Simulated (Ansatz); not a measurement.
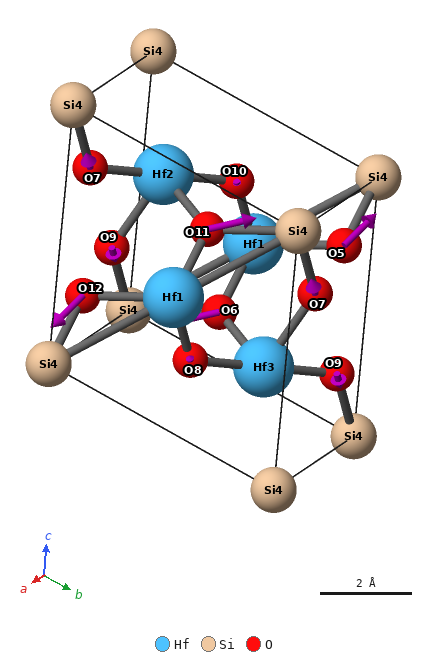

A relaxation of crystalline Hf₃SiO₈ (a generated structure, set up in Immm) (coarse preliminary run). The starting structure is drawn; purple arrows show the displacements (the part carried along by the change of the cell is left out), magnified 5 times.

A ball-and-stick model of the cell of the calculation, seen slightly off an axis.

Method: DFT PBE, scalar-relativistic, plane waves, PAW (Ansatz 0.2.0).

Input file:
```yaml
crystal:
  lattice:
    - [-3.19153003, 3.38893739, 3.38893739]
    - [3.19153003, -3.38893739, 3.38893739]
    - [3.19153003, 3.38893739, -3.38893739]
  atoms:
    - { symbol: Hf, position: [0.0, 0.5, 0.5] }
    - { symbol: Hf, position: [0.5, 0.25, 0.75] }
    - { symbol: Hf, position: [0.5, 0.75, 0.25] }
    - { symbol: Si, position: [0.0, 0.0, 0.0] }
    - { symbol: O, position: [0.19495512, 0.94495512, 0.75] }
    - { symbol: O, position: [0.19495512, 0.44495512, 0.25] }
    - { symbol: O, position: [0.69495512, 0.0, 0.69495512] }
    - { symbol: O, position: [0.69495512, 0.5, 0.19495512] }
    - { symbol: O, position: [0.30504488, 0.0, 0.30504488] }
    - { symbol: O, position: [0.30504488, 0.5, 0.80504488] }
    - { symbol: O, position: [0.80504488, 0.55504488, 0.75] }
    - { symbol: O, position: [0.80504488, 0.05504488, 0.25] }
basis:
  ecutwfc: 420
kpoints:
  mp_grid: { grid: [4, 4, 4] }
hamiltonian:
  xc: pbe
scf:
  occupations: { method: gaussian, width: 0.1 }
  lower_state_search: "off"
output:
  forces: true
  stress: true
  eigenvalues: true
relax:
  adjacent_minimum: "off"
  f_tol: 0.04
  max_steps: 70
  cell: { stress_tol: 0.4 }
```

Command:
```bash
ansatz run input.yaml --threads 1 --pin off --max-ram 2560MiB --backend cpu --events-out ev --progress --plain --runs-dir out
```

Describe the change and its energy.

The energy falls by 1.986 eV per cell of the calculation in 6 accepted moves (8 points after the start). Largest force component: 3 eV/Å at the start, 0.0038 eV/Å at the end. Pressure: −3.42 GPa at the start and 0.00 GPa at the end. At 2 points the geometry stayed and the basis and grid were re-selected for the new cell (energy shift of 25.3 meV per cell of the calculation at most each time). The largest moves relative to the cell, 0.22 Å, are those of O5, O6, O11 and O12. O5 goes along [−1 2 3]. Hf and Si stay in place. The drawn cell changes as follows: a = b = c 5.758 → 5.660 Å (−1.7 %), α 112.7° → 113.2°, β 107.9° → 107.2°, γ 107.9° → 108.2°; the volume changes by −5.1 %. Some distances before and after: Si4–O11 2.072 → 1.817 Å, Si4–O7 2.068 → 1.951 Å, Hf2–Hf3 3.192 → 3.111 Å, Hf1–Si4 3.192 → 3.118 Å. Bond angles that change, for instance: Hf1–O12–Hf3 129.6° → 118.9°, Hf3–O12–Si4 129.6° → 137.6°, Hf2–O7–Hf3 100.7° → 95.9°. The space group stays Immm (No. 71). Cost: 60 s on 1 thread of Intel(R) Xeon(R) 6975P-C (Granite Rapids), with other jobs on the host, peak memory 0.55 GiB.
